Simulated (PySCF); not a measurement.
H6CdGe2, SMILES [GeH3][Cd][GeH3], CAM-B3LYP/def2-SVP optimised geometry. Atoms within 1.6 Å of the plane z = 0.0 Å (x, y, z in Å): Cd1 (-0.32, -0.14, 0.00), Ge2 (-1.30, 2.23, 0.00), H3 (-2.17, 2.51, 1.24), H4 (-0.21, 3.32, -0.01), H5 (-2.19, 2.50, -1.23), Ge6 (0.65, -2.50, 0.00), H7 (0.22, -3.32, 1.23), H8 (0.22, -3.32, -1.23), H9 (2.19, -2.50, 0.00).

Computed with CAM-B3LYP/def2-TZVP, def2 effective core potentials past Kr (PySCF). The core electrons that the potentials of Cd replace are not part of the density. Cells within 0.4 Å of a nucleus heavier than hydrogen are left out (blank, or x).

Map of the Laplacian of the electron density (e/bohr⁵), clipped to [-1.50, 1.50] on the plane z = 0.0 Å:

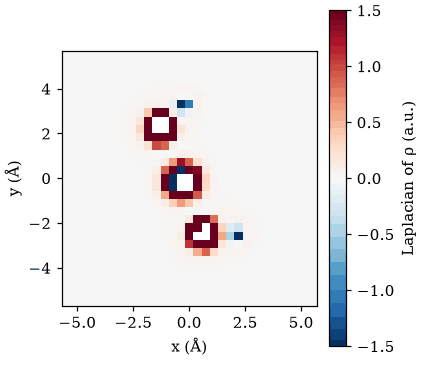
Fig. 1. Laplacian of the electron density (e/bohr⁵), clipped to [-1.50, 1.50] on the plane z = 0.0 Å.
